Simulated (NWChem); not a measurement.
**triplet O3: levels of theory compared**

Wanted: a comparison of 6 runs (U-revPBE/def2-TZVPP, U-wB97X/def2-TZVPP, UB3LYP/def2-TZVPP, UCAM-B3LYP/def2-TZVPP, UM06-2X/def2-TZVPP, USVWN5/def2-TZVPP) of triplet O3. 

The calculation is run with NWChem 7.3.0.

2 further runs of the same task are left out: 1 that didn't finish, 1 set aside as unsound or not needed.

### Step 1. The molecule

The species is O3 (3 atoms), meant as a triplet with charge 0. SMILES of the parent species: `O=[O+][O-]`. The coordinates come from a PBE0-D4/def2-TZVP relaxation. That shape belongs to the parent species and isn't relaxed for this state.

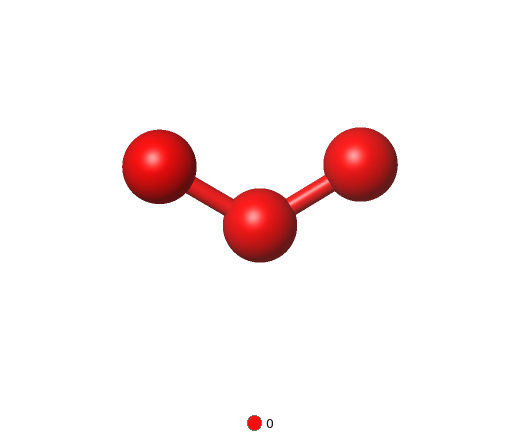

Viewed from a chosen angle; oxygen red.

### Step 2. A single-point energy at U-revPBE/def2-TZVPP (run 1)

sp.nw

```
start sp
memory stack 880 mb heap 220 mb global 1100 mb

geometry units angstroms noautosym nocenter noautoz
  O        0.848700      -0.535900       0.409500
  O       -0.228900      -0.317600      -0.159400
  O       -0.619800       0.853500      -0.250100
end

basis "ao basis" spherical bse
  * library def2-TZVPP
end

dft
  xc revpbe cpbe96
  mult 3
  grid fine
  convergence energy 1e-08
  maxiter 100
  mulliken
  noprint "final vectors analysis"
end

task dft energy
```

Command:

```bash
$ nwchem sp.nw > sp.out
```

What it wrote:

```text
[...]
          Wavefunction type:  spin polarized.
          No. of atoms     :     3
          No. of electrons :    24
[...]
          Charge           :     0
          Spin multiplicity:     3
[...]
          AO basis - number of functions:    93
[...]
              XC Information
              --------------
                        RevPBE Exchange Functional  1.000
            Perdew 1991 LDA Correlation Functional  1.000 local
           PerdewBurkeErnz. Correlation Functional  1.000 non-local
[...]
 d= 0,ls=0.0,diis     1   -225.2702959207 -2.96D+02  6.81D-03  5.68D-01     2.3
[...]
 d= 0,ls=0.0,diis    13   -225.4226626354 -1.50D-09  6.41D-08  1.84D-09    20.3
[...]
         Total DFT energy =     -225.422662635370
      One electron energy =     -449.262578488779
           Coulomb energy =      178.767159508636
    Exchange-Corr. energy =      -25.568897100359
 Nuclear repulsion energy =       70.641653445132
[...]
      Total Density - Mulliken Population Analysis
     ---------------------------------------------
    Atom       Charge   Shell Charges
 -----------   ------   -------------------------------------------------------
    1 O    8     8.13   0.80  1.17  0.64  0.95  0.38  1.81  1.69  0.64  0.00  0.04  0.00
    2 O    8     7.74   0.79  1.17  0.62  0.91  0.19  1.85  1.70  0.38  0.01  0.11  0.01
    3 O    8     8.13   0.80  1.17  0.64  0.95  0.38  1.81  1.69  0.64  0.00  0.04  0.00
[...]
      <S2> =      2.0049 (Exact =     2.0000)
[...]
```

It took 21 s on 1 thread of Intel Xeon Platinum 8259CL at 2.50GHz (Skylake/Cascade Lake), shared host; peak memory 0.11 GiB.

### Step 3. A single-point energy at U-wB97X/def2-TZVPP (run 2)

struct.nw

```
start struct
memory total 2200 mb
charge 0

geometry units angstroms noautosym nocenter noautoz
 O      0.848700    -0.535900     0.409500
 O     -0.228900    -0.317600    -0.159400
 O     -0.619800     0.853500    -0.250100
end

basis spherical bse
 * library def2-TZVPP
end

dft
 xc wb97x
 mult 3
 grid fine
 convergence energy 1e-08
 maxiter 100
 mulliken
 print medium
end

task dft energy
```

Command:

```bash
$ nwchem struct.nw > struct.out
```

What it wrote:

```text
[...]
          Wavefunction type:  spin polarized.
          No. of atoms     :     3
          No. of electrons :    24
[...]
          Charge           :     0
          Spin multiplicity:     3
[...]
          AO basis - number of functions:    93
[...]
              XC Information
              --------------
                       wb97x  Method XC Functional
                     Hartree-Fock (Exact) Exchange  1.000
                         wb97x Exchange Functional  1.000
                      wb97x Correlation Functional  1.000
[...]
 d= 0,ls=0.0,diis     1   -225.2527037364 -2.96D+02  4.91D-03  5.35D-01     7.1
[...]
 d= 0,ls=0.0,diis    11   -225.3983560556 -9.81D-09  2.24D-07  2.25D-09    75.6
[...]
         Total DFT energy =     -225.398356055567
      One electron energy =     -449.172422191215
           Coulomb energy =      178.674851075289
    Exchange-Corr. energy =      -25.542438384773
 Nuclear repulsion energy =       70.641653445132
[...]
      Total Density - Mulliken Population Analysis
     ---------------------------------------------
    Atom       Charge   Shell Charges
 -----------   ------   -------------------------------------------------------
    1 O    8     8.14   0.80  1.17  0.64  0.93  0.41  1.80  1.71  0.63  0.00  0.04  0.00
    2 O    8     7.72   0.79  1.18  0.62  0.89  0.20  1.84  1.71  0.37  0.01  0.11  0.01
    3 O    8     8.14   0.80  1.17  0.64  0.93  0.41  1.80  1.71  0.63  0.00  0.04  0.00
[...]
      <S2> =      2.0142 (Exact =     2.0000)
[...]
```

Wall time 76 s (1 thread of Intel Xeon Platinum 8259CL at 2.50GHz (Skylake/Cascade Lake), shared host); peak memory 0.11 GiB.

Runs 3 to 5 aren't shown in full; the table further down has their settings and results.

### Step 4. The energy at USVWN5/def2-TZVPP (run 6)

run.py

```python
from ase import Atoms
from ase.calculators.nwchem import NWChem

mol = Atoms(['O', 'O', 'O'], positions=[
    [0.848700, -0.535900, 0.409500],
    [-0.228900, -0.317600, -0.159400],
    [-0.619800, 0.853500, -0.250100],
])

calc = NWChem(
    label='o3',
    theory='dft',
    memory='2200 mb',
    basis='def2-TZVPP',
    basispar='spherical bse',
    dft={'xc': 'slater vwn_5', 'mult': '3', 'grid': 'fine', 'convergence': 'energy 1e-08', 'iterations': '100', 'mulliken': None},
    task='energy',
)
mol.calc = calc

print(f"energy = {mol.get_potential_energy():.6f} eV")
```

Command:

```bash
$ export ASE_NWCHEM_COMMAND="nwchem PREFIX.nwi > PREFIX.nwo"
$ python run.py
```

What it wrote:

```text
energy = -6092.703261 eV
```

The calculator wrote o3.nwi:

```
title "o3"

permanent_dir o3

scratch_dir o3

start o3

geometry units angstrom nocenter noautosym noautoz
  O  8.4870000000000001e-01 -5.3590000000000004e-01 4.0949999999999998e-01
  O  -2.2889999999999999e-01 -3.1759999999999999e-01 -1.5939999999999999e-01
  O  -6.1980000000000002e-01 8.5350000000000004e-01 -2.5009999999999999e-01
end

memory 2200 mb

basis spherical bse noprint
   * library def2-TZVPP
end

dft
  xc slater vwn_5
  mult 3
  grid fine
  convergence energy 1e-08
  iterations 100
  mulliken
end

task dft energy
```

o3.nwo:

```text
Northwest Computational Chemistry Package (NWChem) 7.3.0
             --------------------------------------------------------

           Job information
           ---------------

    nwchem branch   = 7.3.0
    use scalapack   = T
    input           = o3.nwi
    prefix          = o3.
    data base       = o3/o3.db
    status          = startup
    nproc           =        1

           Memory information
           ------------------

    heap     =     72089596 doubles =      550.0 Mbytes
    stack    =     72089601 doubles =      550.0 Mbytes
    global   =    144179200 doubles =     1100.0 Mbytes (distinct from heap & stack)
    total    =    288358397 doubles =     2200.0 Mbytes
    verify   = yes
    hardfail = no

[... 83 lines left out ...]
  convergence criterion.
[... 17 lines left out ...]
          Convergence on gradient requested:  5.00D-04
[... 20 lines left out ...]
          Convergence aids based upon iterative change in
[... 28 lines left out ...]
 1-e energy   =    -450.237058
[... 49 lines left out ...]
         Total DFT energy =     -223.902716893072
[... 2 lines left out ...]
    Exchange-Corr. energy =      -23.952757741947
[... 663 lines left out ...]
                     DFT Final Beta Molecular Orbital Analysis
[... 744 lines left out ...]
 center of mass
 --------------
 x =   0.00000000 y =  -0.00000000 z =  -0.00000000

 moments of inertia (a.u.)
 ------------------
          78.376743537279          52.042070993197         -30.789419812712
          52.042070993197          80.679668277496          21.835735275392
         -30.789419812712          21.835735275392         129.851700295475

     Multipole analysis of the density
     ---------------------------------

     L   x y z        total         alpha         beta         nuclear
     -   - - -        -----         -----         ----         -------
     0   0 0 0     -0.000000    -13.000000    -11.000000     24.000000

     1   1 0 0     -0.096652     -0.096542     -0.000110     -0.000000
[... 8 lines of this table left out ...]
     2   0 0 2    -11.561810    -10.402775     -8.462537      7.303501

 Task  times  cpu:       33.7s     wall:       33.7s
 Total times  cpu:       33.7s     wall:       33.7s
```

Wall time 35 s (1 thread of Intel Xeon Platinum 8259CL at 2.50GHz (Skylake/Cascade Lake), shared host); peak memory 0.11 GiB.

### Step 5. All runs side by side

| run | level | energy (Eh) | dipole moment (D) | ⟨S²⟩ | wall time |
| --- | --- | --- | --- | --- | --- |
| 1 | U-revPBE/def2-TZVPP | -225.422663 | 0.46 | 2.005 | 21 s |
| 2 | U-wB97X/def2-TZVPP | -225.398356 | 0.52 | 2.014 | 76 s |
| 3 | UB3LYP/def2-TZVPP | -225.461353 | 0.48 | 2.012 | 22 s |
| 4 | UCAM-B3LYP/def2-TZVPP | -225.389460 | 0.51 | 2.014 | 95 s |
| 5 | UM06-2X/def2-TZVPP | -225.356218 | 0.52 | 2.018 | 24 s |
| 6 | USVWN5/def2-TZVPP | -223.902717 | 0.47 | 2.003 | 35 s |

### Step 6. Summary of results

```
                                 quantity          value
                      run 6: total energy  -223.90272 Eh
                     run 6: dipole moment         0.47 D
run 6: HOMO energy (highest over α and β)       -6.18 eV
                              run 6: ⟨S²⟩          2.003
```

**Reading.** The dipole moment (its size) runs from 0.46 D (U-revPBE/def2-TZVPP) to 0.52 D (UM06-2X/def2-TZVPP). Totals of different functionals can't be ranked against each other. All runs together took 4.5 min, the longest 95 s.
